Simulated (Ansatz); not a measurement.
SrHfO3, pressure series

Base system: SrHfO$_{3}$ in the cubic perovskite structure (space group Pm-3m, No. 221; a = 4.106 Å).

Cell and atoms are relaxed at each pressure.

All numbers come from DFT with PBEsol, PAW potentials and a 420 eV plane-wave cutoff in Ansatz (a first-principles code), no SOC.

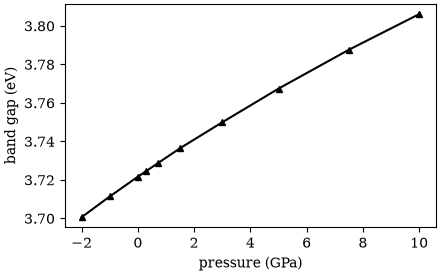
Figure: Band gap against pressure

```tsv
pressure (GPa)	band gap
-2	3.70 eV
-1	3.71 eV
0.3	3.72 eV
0.7	3.73 eV
1.5	3.74 eV
3	3.75 eV
5	3.77 eV
7.5	3.79 eV
10	3.81 eV
```

Spin-orbit coupling, missing from the scalar runs, can matter with Hf. Load acts through the strain it causes; cell and atoms are relaxed under it. Whether these cells are dynamically stable was not tested. No other phases were tried under pressure. Many cubic perovskites are stable only at high temperature; tilts and polar distortions were not tested.
